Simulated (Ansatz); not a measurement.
```xyz
7

O    -0.9103    0.2725    1.1329
Ge   -0.0142   -0.0558   -0.3361
O     1.2671   -1.1656    0.0710
Cl   -1.1923   -0.9874   -1.8263
Cl    0.7244    1.7858   -1.1198
H    -1.4375    1.0749    1.0848
H     1.6240   -0.9923    0.9477
```

Geometry: PBE0-D4/def2-TZVP.

Method: Ansatz 0.2.0, RKS PBE0-D4/def2-TZVPP.

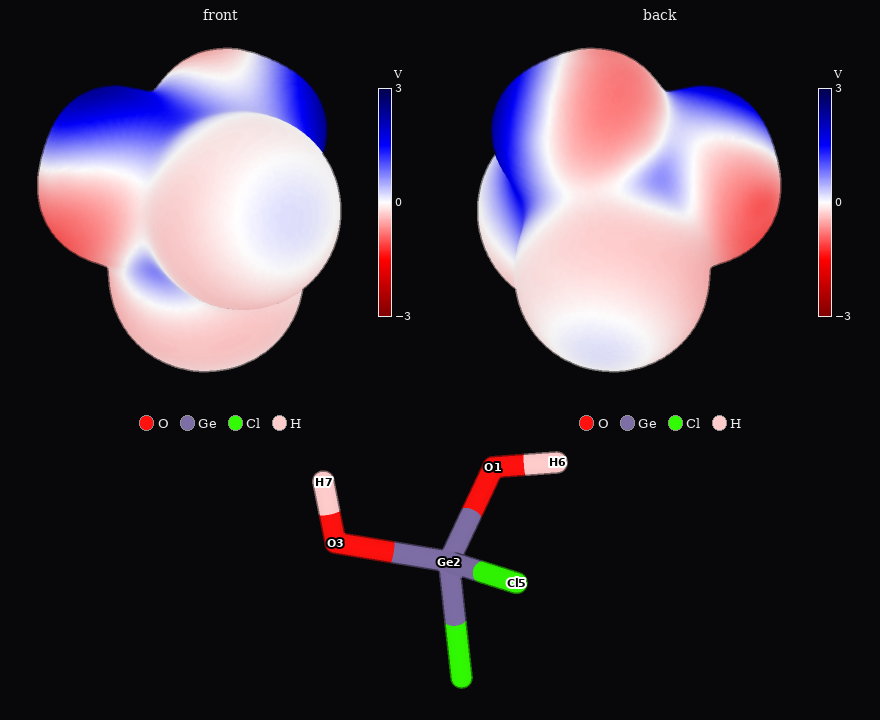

Cl2GeH2O2 (SMILES [OH][Ge]([OH])([Cl])[Cl]). The electrostatic potential painted on the density surface at 0.001 e/bohr³, seen from the front and from behind; red is negative and blue positive. The bare structure is drawn below in the same view.

Question: Describe the electrostatic potential map.

Answer: The most negative region (about −1.0 V, or −23 kcal/mol for a unit charge) lies over O3, the most positive (about +2.3 V, or +53 kcal/mol for a unit charge) over H6 and H7. Cl4 shows a σ-hole: about +0.2 V at the tip opposite its bond, against about −0.3 V on its flanks.
